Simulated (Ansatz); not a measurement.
**Molecular dynamics, with input and output: Si4H9F (part 3 of 3)**

The same run, continued: Si4H9F; RKS PBE/STO-3G (Ansatz 0.2.0). It belongs to a series of runs on one base structure; here: dynamics from the start.

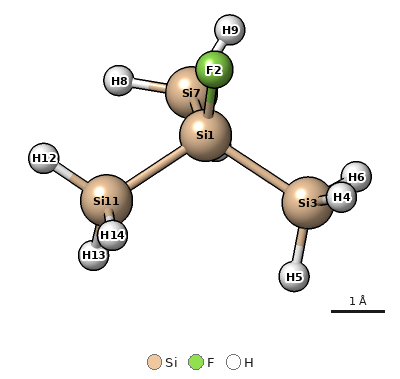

The geometry at step 107 of the log (ball-and-stick view, seen at a tilt; atoms are numbered from 1 in the order of the input).

### Trajectory as extended XYZ, continued
```
14
Properties=species:S:1:pos:R:3:forces:R:3 step=54 time_fs=54.0 energy=-33949.60985 temperature=36.8
Si    0.0228   -0.0700    0.0099    0.2627  -0.4934   0.6589
F     0.0764   -0.3198    1.6812   -0.0352   0.1219  -0.3257
Si    2.1686    0.0899   -0.7386    0.0960   0.6860  -0.0354
H     3.0318   -0.8628   -0.0871    0.2448  -0.1478   0.3046
H     2.3144   -0.1796   -2.1487   -0.1605  -0.0733  -0.3620
H     2.7048    1.4526   -0.5462   -0.1273  -0.4856   0.0769
Si   -1.1043    1.7876   -0.5241    0.5721   0.3547  -0.5995
H    -2.5084    1.6065   -0.4659   -1.0256  -0.1763   0.0577
H    -0.8042    2.9552    0.2613    0.2005   0.3285   0.2241
H    -0.7726    2.0677   -1.9178   -0.0621   0.1322   0.0883
Si   -1.1074   -1.8082   -0.9160    0.3404  -0.2243   0.3284
H    -2.4052   -1.9732   -0.2816   -0.0818  -0.0284  -0.0848
H    -1.2669   -1.6429   -2.3353   -0.2092   0.1604  -0.4309
H    -0.3622   -3.0435   -0.7593   -0.0148  -0.1546   0.0994
14
Properties=species:S:1:pos:R:3:forces:R:3 step=64 time_fs=64.0 energy=-33949.64933 temperature=64.2
Si    0.0315   -0.0808    0.0249    0.0675  -0.1783  -0.7524
F     0.0801   -0.3151    1.6612   -0.0287   0.0228   0.7810
Si    2.1603    0.0944   -0.7376    0.4657   0.4289   0.1897
H     3.0505   -0.7696    0.0106    0.0818  -0.2308   0.0349
H     2.2917   -0.2453   -2.1403   -0.0378  -0.0492  -0.1746
H     2.7215    1.4416   -0.5568   -0.2582  -0.2389  -0.1058
Si   -1.1027    1.7847   -0.5357    0.1028   0.6173  -0.1034
H    -2.5260    1.5481   -0.4495   -0.2882   0.0483  -0.0124
H    -0.7756    2.8841    0.3660   -0.0710   0.0008  -0.0687
H    -0.8060    2.2424   -1.9012   -0.0378  -0.1871   0.3004
Si   -1.1062   -1.8076   -0.9153   -0.1264  -0.2009   0.2216
H    -2.4277   -1.9246   -0.3023    0.1186  -0.0178  -0.0425
H    -1.3291   -1.5601   -2.3281    0.0655  -0.0657  -0.1411
H    -0.4300   -3.0890   -0.7393   -0.0538   0.0508  -0.1268
14
Properties=species:S:1:pos:R:3:forces:R:3 step=75 time_fs=75.0 energy=-33949.63587 temperature=59.2
Si    0.0438   -0.0998    0.0184   -0.1641   0.2175  -0.2196
F     0.0823   -0.3074    1.6761   -0.0674   0.0882   0.2009
Si    2.1671    0.0977   -0.7347    0.0777  -0.2249  -0.0075
H     3.0526   -0.7504    0.0580    0.0520   0.0718  -0.1625
H     2.2206   -0.3215   -2.1317    0.1512   0.0661   0.0793
H     2.6310    1.4730   -0.6279    0.0739  -0.0144  -0.0628
Si   -1.1101    1.7981   -0.5424   -0.3954   0.3285   0.4923
H    -2.5672    1.5641   -0.4616    0.4784   0.1245  -0.0877
H    -0.7927    2.8457    0.4441   -0.1301  -0.1931  -0.3210
H    -0.8172    2.3544   -1.8698    0.0174  -0.2480   0.2328
Si   -1.1074   -1.8125   -0.9144   -0.4017  -0.3678  -0.3491
H    -2.4425   -1.8962   -0.3212    0.1630   0.0007  -0.0193
H    -1.3276   -1.5346   -2.3376    0.1076  -0.0657   0.2078
H    -0.5188   -3.1491   -0.8133    0.0376   0.2167   0.0163
14
Properties=species:S:1:pos:R:3:forces:R:3 step=86 time_fs=86.0 energy=-33949.60376 temperature=43.6
Si    0.0489   -0.1113    0.0044   -0.4416   0.3077   1.0150
F     0.0807   -0.2943    1.7021   -0.0518   0.1098  -0.8575
Si    2.1783    0.0964   -0.7326    0.3645  -0.8065  -0.6121
H     3.1517   -0.7184    0.0106   -0.2522   0.3099  -0.0367
H     2.2783   -0.3614   -2.1260   -0.0858   0.0923   0.2816
H     2.5931    1.4746   -0.7512    0.2107   0.3831   0.1583
Si   -1.1202    1.8141   -0.5315   -0.6288  -0.0082   0.4850
H    -2.6049    1.6245   -0.5414    0.9087   0.0199  -0.0115
H    -0.8562    2.8852    0.4489   -0.0239  -0.2931  -0.3408
H    -0.7467    2.3136   -1.8498    0.0222  -0.0186   0.0396
Si   -1.1185   -1.8266   -0.9212    0.0808  -0.0989  -0.5813
H    -2.4418   -1.8872   -0.3087    0.0411  -0.0763  -0.1229
H    -1.2639   -1.5369   -2.3598   -0.1166  -0.0709   0.4241
H    -0.5068   -3.1529   -0.8549   -0.0272   0.1498   0.1590
14
Properties=species:S:1:pos:R:3:forces:R:3 step=96 time_fs=96.0 energy=-33949.63208 temperature=66.1
Si    0.0389   -0.1105    0.0206   -0.2848   0.3893   0.0459
F     0.0765   -0.2768    1.6895   -0.0135  -0.0842  -0.0576
Si    2.1961    0.0910   -0.7450    0.1017  -0.5676  -0.1052
H     3.2166   -0.5941    0.0610   -0.3693  -0.0584  -0.1496
H     2.3036   -0.3967   -2.1258    0.0011   0.0573   0.2746
H     2.6266    1.4621   -0.7512    0.0159   0.5268  -0.0652
Si   -1.1245    1.8222   -0.5130   -0.1694  -0.6081   0.2390
H    -2.5800    1.6073   -0.6312    0.4545   0.0758   0.1194
H    -0.8817    2.9304    0.3964   -0.0424  -0.0059   0.1044
H    -0.6580    2.2461   -1.8044    0.0826   0.2107  -0.4764
Si   -1.1260   -1.8419   -0.9348    0.2157   0.4188  -0.0826
H    -2.4535   -1.9459   -0.3625   -0.1285  -0.0436   0.1174
H    -1.3175   -1.5472   -2.3568    0.1190  -0.1877   0.1581
H    -0.4617   -3.1216   -0.7646    0.0172  -0.1232  -0.1223
14
Properties=species:S:1:pos:R:3:forces:R:3 step=107 time_fs=107.0 energy=-33949.61288 temperature=58.0
Si    0.0181   -0.0950    0.0372    0.3306   0.0757  -1.2881
F     0.0707   -0.2620    1.6754    0.0031  -0.2304   0.8705
Si    2.2138    0.0880   -0.7598   -0.9437  -0.2066   0.3691
H     3.1371   -0.6094    0.1268    0.0428   0.0331  -0.0797
H     2.3510   -0.4621   -2.1022    0.0340   0.0233   0.0276
H     2.5793    1.4923   -0.7958    0.1569   0.0759  -0.0488
Si   -1.1145    1.8188   -0.4966    0.1332  -0.4556  -0.0739
H    -2.5323    1.5907   -0.6475   -0.3134  -0.0506   0.0252
H    -0.9436    2.9294    0.4017    0.1055   0.2721   0.3500
H    -0.6296    2.2380   -1.7830    0.1102   0.2331  -0.4460
Si   -1.1285   -1.8508   -0.9441    0.3806   0.2086   0.2555
H    -2.4494   -2.0371   -0.3820   -0.2043   0.0594   0.1185
H    -1.3008   -1.6774   -2.3748    0.0329   0.1448  -0.1112
H    -0.4328   -3.1084   -0.7672    0.1316  -0.1830   0.0312
14
Properties=species:S:1:pos:R:3:forces:R:3 step=118 time_fs=118.0 energy=-33949.61308 temperature=62.8
Si    0.0094   -0.0776    0.0128    0.5335  -0.5815   0.2420
F     0.0645   -0.2587    1.6993   -0.0346  -0.0118  -0.6244
Si    2.1992    0.0822   -0.7622   -0.5777   0.3516   0.1826
H     3.0910   -0.6136    0.1381    0.2175  -0.0113   0.2193
H     2.4137   -0.5168   -2.0608   -0.1274  -0.1218  -0.2638
H     2.6284    1.4841   -0.8819   -0.0698  -0.3318   0.1331
Si   -1.1022    1.8150   -0.4896    0.3930   0.1866  -0.3412
H    -2.4989    1.5743   -0.6052   -0.8917  -0.1651  -0.0851
H    -0.9532    2.8612    0.4840    0.1646   0.3371   0.3314
H    -0.6595    2.3290   -1.7748    0.0434   0.0610  -0.0476
Si   -1.1195   -1.8581   -0.9443    0.5546   0.2161   0.5035
H    -2.4405   -2.0497   -0.3732   -0.1171   0.0342  -0.0043
H    -1.2404   -1.6940   -2.3709   -0.1415   0.1828  -0.3583
H    -0.3857   -3.0968   -0.7711    0.0530  -0.1462   0.1128
14
Properties=species:S:1:pos:R:3:forces:R:3 step=129 time_fs=129.0 energy=-33949.60585 temperature=63.1
Si    0.0201   -0.0807   -0.0066   -0.0489  -0.3025   0.8044
F     0.0563   -0.2569    1.6932   -0.0171   0.0717  -0.8822
Si    2.1659    0.0696   -0.7576    0.2651   0.8623   0.1430
H     3.0819   -0.5328    0.1763    0.2006  -0.3779   0.2274
H     2.3304   -0.5821   -2.0328    0.0556  -0.1756  -0.3346
H     2.6874    1.4504   -0.8908   -0.4457  -0.4672  -0.0514
Si   -1.1029    1.8256   -0.4884    0.7912   0.4059  -0.2982
H    -2.5012    1.5638   -0.5684   -0.8251  -0.0231  -0.0563
H    -0.8700    2.7814    0.5783   -0.0807   0.1637   0.0503
H    -0.6815    2.4638   -1.7500   -0.1137  -0.2635   0.3636
Si   -1.0918   -1.8598   -0.9365    0.0946   0.2721   0.5851
H    -2.4403   -2.0087   -0.3955    0.1404  -0.0097   0.0381
H    -1.2552   -1.5957   -2.3443    0.0650  -0.1293  -0.4109
H    -0.3662   -3.1038   -0.7118   -0.0814  -0.0268  -0.1783
14
Properties=species:S:1:pos:R:3:forces:R:3 step=139 time_fs=139.0 energy=-33949.62295 temperature=77.8
Si    0.0295   -0.0941   -0.0009   -0.4659   0.4304  -0.4705
F     0.0476   -0.2525    1.6476    0.0031  -0.0974   0.7219
Si    2.1446    0.0561   -0.7499    0.2679   0.2741  -0.2422
H     3.0447   -0.5924    0.1871    0.1849   0.0670   0.0203
H     2.2486   -0.6464   -2.0167    0.1171   0.0125  -0.1122
H     2.5476    1.4555   -0.9626    0.0218  -0.3982   0.0927
Si   -1.1075    1.8422   -0.4836    0.0447   0.5014   0.0431
H    -2.5598    1.6436   -0.5499    0.2520   0.0222  -0.0369
H    -0.8609    2.7799    0.6311   -0.1130  -0.2094  -0.4193
H    -0.6863    2.5264   -1.7344   -0.1506  -0.4054   0.5536
Si   -1.0600   -1.8510   -0.9236   -0.3451  -0.5283  -0.2063
H    -2.4112   -1.9826   -0.3626    0.2673   0.0137  -0.1295
H    -1.2047   -1.6380   -2.3619   -0.0277   0.0258   0.1098
H    -0.3992   -3.1537   -0.7764   -0.0566   0.2915   0.0755
14
Properties=species:S:1:pos:R:3:forces:R:3 step=150 time_fs=150.0 energy=-33949.60554 temperature=69.3
Si    0.0224   -0.0931   -0.0093   -0.4707   0.6636  -0.2399
F     0.0380   -0.2529    1.6340    0.0139  -0.1507   0.9450
Si    2.1321    0.0361   -0.7498    0.7026  -0.2010  -0.5038
H     3.1055   -0.5696    0.1628   -0.1567   0.1644  -0.0863
H     2.2570   -0.6685   -2.0275    0.0015   0.0875   0.1644
H     2.5003    1.4173   -1.0040    0.1638   0.0829   0.0598
Si   -1.1129    1.8598   -0.4687   -0.4333   0.3545   0.0486
H    -2.5897    1.7171   -0.5765    0.7155  -0.0657   0.0309
H    -0.8839    2.8470    0.6074   -0.0191  -0.3397  -0.3576
H    -0.6509    2.4805   -1.7181   -0.0823  -0.1600   0.2385
Si   -1.0318   -1.8513   -0.9184   -0.5448  -0.6414  -0.5816
H    -2.3732   -1.9703   -0.3455    0.1286  -0.0376  -0.1292
H    -1.1790   -1.6580   -2.3683   -0.0182  -0.0019   0.3245
H    -0.3733   -3.1493   -0.7520   -0.0007   0.2451   0.0866
```

The run was set up as follows.

### The input
```yaml
crystal:
  periodic: [false, false, false]
  atoms:
    - { symbol: Si, position_ang: [0.009827, -0.07323, 0.019611] }
    - { symbol: F, position_ang: [0.031805, -0.262224, 1.685612] }
    - { symbol: Si, position_ang: [2.153591, 0.054111, -0.754362] }
    - { symbol: H, position_ang: [2.931737, -1.125139, -0.401938] }
    - { symbol: H, position_ang: [2.160466, 0.160534, -2.206832] }
    - { symbol: H, position_ang: [2.858029, 1.215907, -0.230618] }
    - { symbol: Si, position_ang: [-1.111192, 1.844139, -0.507544] }
    - { symbol: H, position_ang: [-2.506319, 1.795497, -0.093274] }
    - { symbol: H, position_ang: [-0.511002, 3.016613, 0.113312] }
    - { symbol: H, position_ang: [-1.093213, 2.058365, -1.947967] }
    - { symbol: Si, position_ang: [-1.043837, -1.861852, -0.930336] }
    - { symbol: H, position_ang: [-2.36733, -2.080591, -0.361536] }
    - { symbol: H, position_ang: [-1.216193, -1.646123, -2.361235] }
    - { symbol: H, position_ang: [-0.286969, -3.095908, -0.765395] }
basis:
  gaussian: { orbitals: STO-3G }
hamiltonian:
  xc: pbe
md:
  timestep: 1.0
  n_steps: 150
  ensemble: nvt_nose_hoover
  temperature: 100.0
  initial_velocities: maxwell_boltzmann
  seed: 583038
  nose_hoover: { tau: 100.0, chain_length: 3 }
```

Launched with:
```bash
ansatz run input.yaml --threads 1 --pin off --max-ram 2048MiB --backend cpu --events-out ev --progress --plain --runs-dir out
```

### Results in brief

- outcome: finished
- mean temperature over the second half: 61 K
- trajectory: 150 steps, 150 fs
- ensemble: nvt_nose_hoover
- temperature in the input: 100.0 K
- time step: 1.0 fs
- potential energy (last step): −33949.6056 eV
- mean-field energy (last step): −33949.6056 eV
- largest force (length of the vector) (last step): 1.023 eV/Å
- hardware: 1 thread of Intel Xeon (Sapphire Rapids), 32 GiB of memory available, shared host
- wall time: 5.8 min
- peak memory: 0.12 GiB

### Remarks

So short a trajectory is not equilibrated. The temperature stays far from the 100 K of the thermostat over the second half: the run isn't equilibrated.
